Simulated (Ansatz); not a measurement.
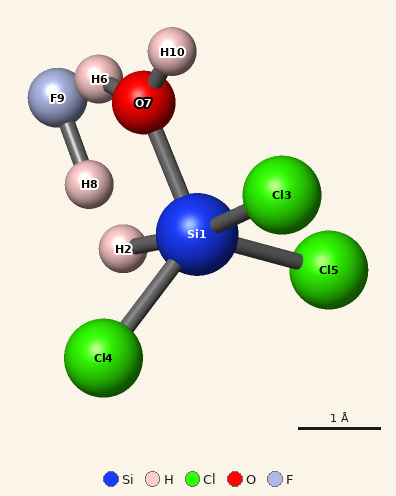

Figure 1. The structure (ball-and-stick view, seen at a tilt; atoms are numbered from 1 in the order of the input). Bond lengths as drawn: Cl–Si 2.05 to 2.12 Å, F–H 1.16 Å, H–O 0.96 to 1.13 Å, H–Si 1.67 Å and O–Si 1.75 Å.

# Single-point calculation of SiH₄Cl₃OF

System: SiH₄Cl₃OF.
Method: RKS PBE0-D4/def2-TZVPP (Ansatz 0.2.0).

The geometry is a transition state. The reaction was set up to form Si1–O7, H6–F9 and H2–H8 and to break Si1–H2, H6–O7 and H8–F9 (atoms counted from 1 in the order of the input); sticks are drawn by distance alone. The geometry comes from this level: PBE0-D4/def2-TZVP.

The program's output
```
Functional definition: PBE0
  name "PBE0"
  cite "Adamo & Barone, J. Chem. Phys. 110, 6158 (1999) doi:10.1063/1.478522"
  cite "Perdew, Burke & Ernzerhof, Phys. Rev. Lett. 77, 3865 (1996) doi:10.1103/PhysRevLett.77.3865"
  parent pbe
  parameter a = 0.25
  parameter kappa = 0.804
  parameter beta = 0.06672455060314922
  exchange = (1 - a)*pbe_x(kappa = kappa, mu = beta*pi^2/3) + a*exact_x
  correlation = pbe_c(beta = beta)
1809 factors; their error is unknown
mean field evaluation 1: about -50257.6802 eV, gradient 5.1e1 eV
mean field evaluation 2: about -50254.4675 eV, gradient 6.8e1 eV
mean field evaluation 4: about -50261.4417 eV, gradient 1.4e0 eV
mean field evaluation 8: about -50261.4507 eV, gradient 4.8e-2 eV
mean field evaluation 16: about -50261.5767 eV, gradient 1.0e-4 eV
mean field -50261.57672033 eV, -1847.0788759520 hartree, gradient 4.5e-5 eV, S^2 0.000000; 0 other end points of the search recorded, 0 dependent functions left out
reference -50261.57674950 eV, -1847.0788770240 hartree; 43, 43 occupied and 243, 243 virtual orbitals, 1809 factors
Total energy: -50261.85771503 eV, -1847.0892023166 hartree
```

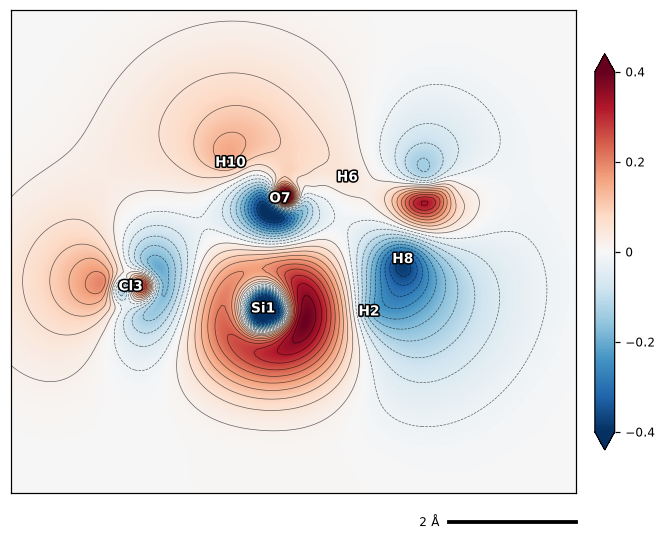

Figure 2. The LUMO on the plane of atoms H2, Si1 and O7 (values in Å⁻³ᐟ²; the overall sign is arbitrary). Its weight (Hirshfeld) is mainly on Si1 (25 %), Cl4 (15 %), Cl5 (15 %) and H8 (10 %). Its energy is −0.71 eV.

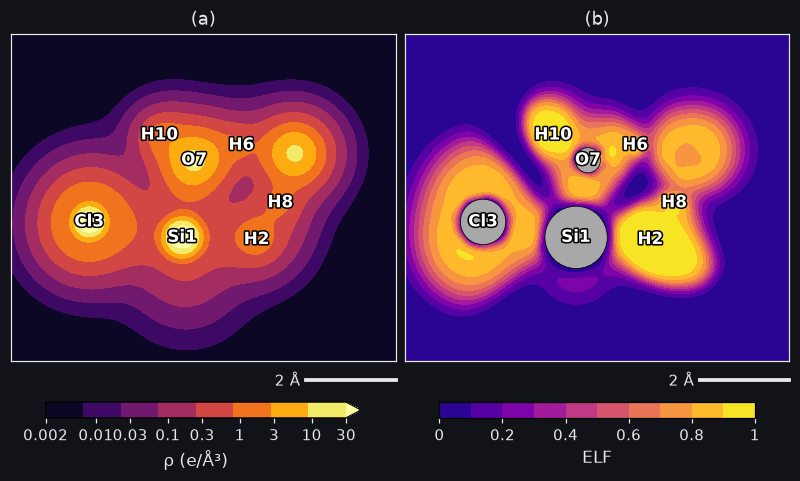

Figure 3. (a) total electron density; (b) electron localisation function on the plane of atoms H2, Si1 and O7. Grey discs, where drawn, cover atomic cores. O–H (0.96 Å): ρ at the midpoint is about 3.9 e/Å³, with its minimum of 2.4 e/Å³ about 0.8 Å from O; the ELF climbs to about 1 towards the hydrogen, as it does in any bond to H; a covalent bond by its length. Si–Cl (2.12 Å): ρ is about 0.84 e/Å³ halfway; the ELF peaks at about 0.90 between the atoms, which marks a shared but strongly polarised pair. Si–H (1.67 Å): ρ at the midpoint is about 0.53 e/Å³; the ELF climbs to about 1 towards the hydrogen.

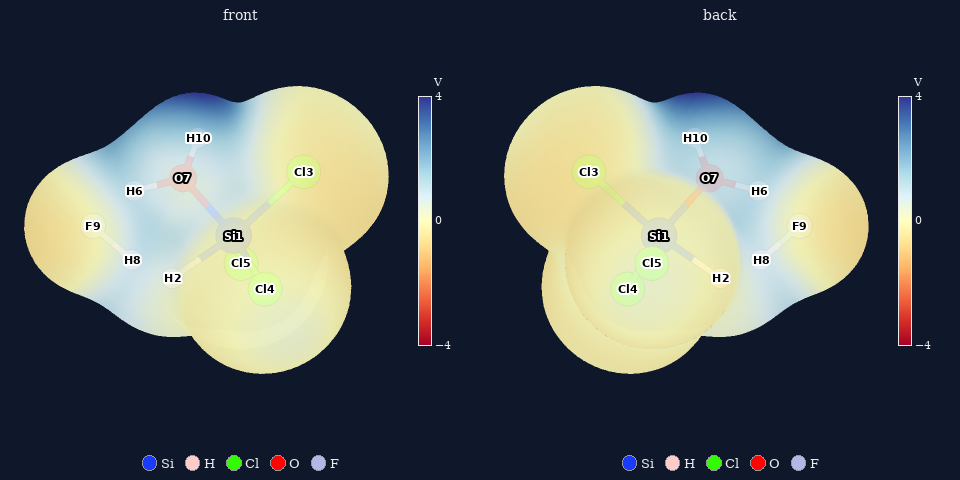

Figure 4. The electrostatic potential painted on the density surface at 0.002 e/bohr³, seen face on and from behind; red is negative and blue positive.

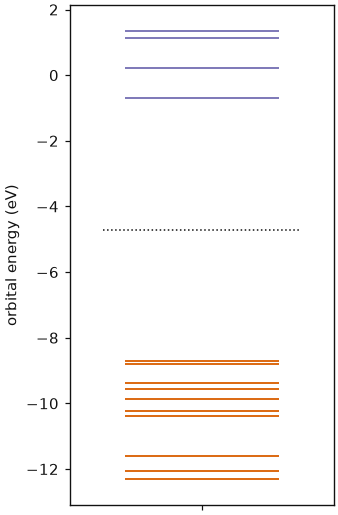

Figure 5. Orbital energies near the frontier; the dotted line parts filled from empty levels, and levels within 0.02 eV of each other stand side by side. Highest filled −8.71 eV, lowest empty −0.71 eV, 8.00 eV apart.

This output came from the following input.

Input file
```yaml
crystal:
  periodic: [false, false, false]
  atoms:
    - {symbol: Si, position_ang: [-0.373487, -0.783806, -0.237748]}
    - {symbol: H, position_ang: [-0.544760, 0.007181, 1.221770]}
    - {symbol: Cl, position_ang: [0.041983, -1.593610, -2.147781]}
    - {symbol: Cl, position_ang: [0.215817, -2.383204, 0.893605]}
    - {symbol: Cl, position_ang: [-2.369790, -0.417650, -0.509397]}
    - {symbol: H, position_ang: [0.788392, 1.340764, 0.190932]}
    - {symbol: O, position_ang: [0.775368, 0.496889, -0.556160]}
    - {symbol: H, position_ang: [-0.143227, 0.906181, 1.361282]}
    - {symbol: F, position_ang: [0.470536, 1.877526, 1.230651]}
    - {symbol: H, position_ang: [1.139168, 0.549831, -1.447155]}
basis:
  gaussian: {orbitals: def2-TZVPP}
hamiltonian: {xc: pbe0, dispersion: d4}
output: {orbitals: {seedname: orbitals}}
```

Launch command:
```bash
ansatz run in.yaml --threads 8 --pin off --events-out ev --progress --plain --max-ram 19148MiB
```

Results in brief

| quantity | value |
| --- | --- |
| outcome | converged |
| total energy | −50261.8577 eV |
| mean-field energy | −50261.5767 eV |
| dispersion energy | −0.2810 eV |
| SCF solution under orbital rotations | stable |
| HOMO | −8.71 eV |
| LUMO | −0.71 eV |
| hardware | 8 threads of Arm Neoverse V1, 23 GiB of memory available, shared host |
| wall time | 3.4 s (CPU time 25 s) |
| peak memory | 1.1 GiB |
